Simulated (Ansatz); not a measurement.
Input

```
crystal:
  lattice:
    - [3.113453204, 0.0, 0.0]
    - [0.0, 3.9108559337, 0.0]
    - [-1.4717721208, 0.0, 5.1152259779]
  atoms:
    - { symbol: Li, position: [0.04638542, 0.5, 0.6298863556] }
    - { symbol: Li, position: [0.3454219097, 0.5, 0.2186310742] }
    - { symbol: Li, position: [0.685718325, 0.0, 0.9244618699] }
    - { symbol: B, position: [0.4917325123, 0.0, 0.440944846] }
    - { symbol: B, position: [0.9759289766, 0.0, 0.4074212124] }
basis:
  ecutwfc: 420
kpoints:
  mp_grid: { grid: [12, 10, 8] }
hamiltonian:
  xc: pbe
scf:
  occupations: { method: gaussian, width: 0.1 }
output:
  forces: true
  stress: true
  eigenvalues: true
  write_density: true
  write_potential: true
  elf: true
  volumetric_format: npy
relax:
  adjacent_minimum: "off"
  f_tol: 0.01
  max_steps: 80
  cell: { stress_tol: 0.05 }
```

Launched as:

```sh
ansatz run input.yaml --threads 1 --pin off --max-ram 2560MiB --backend cpu --events-out ev --progress --plain --runs-dir out
```

Below, planes, directions and counts refer to the conventional cell (a = 4.01 Å, b = 9.85 Å, c = 3.13 Å, α = 89.93°, β = 90.00°, γ = 90.00°).

The fields are those of the relaxed geometry.

Space group Amm2; started from the random prototype, which need not be the ambient phase; computed without spin polarisation.

These are results of Ansatz, DFT PBE, scalar-relativistic, plane waves, PAW, not measurements.

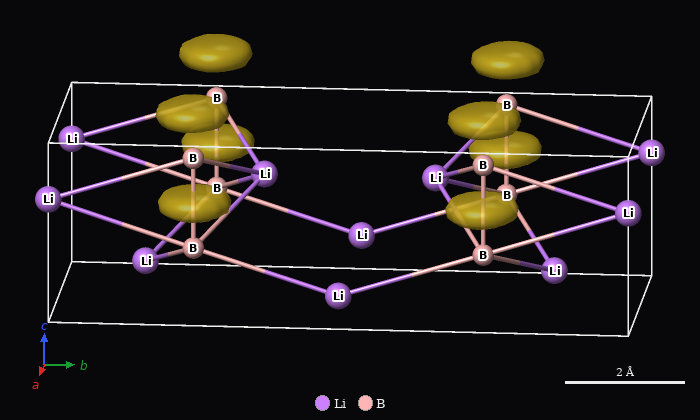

Li$_{3}$B$_{2}$. Isosurface of the ELF at 0.85 (yellow), seen at an oblique angle. Core shells and regions of very low density are left out. Sticks mark near contacts.

**Identify the bonds, lone pairs and shells in this picture.**

The ELF exceeds this value in four regions between bonded B–B atoms, counted in one cell of 10 atoms. Regions shared between cells count once.

Values along the shortest contacts:
B–B (1.57 Å): the ELF peaks at about 0.90 between the atoms. Li–B (2.37 Å): the ELF peaks at about 0.70 in the valence shell of B, 0.9 Å from its nucleus, and is about 0.60 at the midpoint.
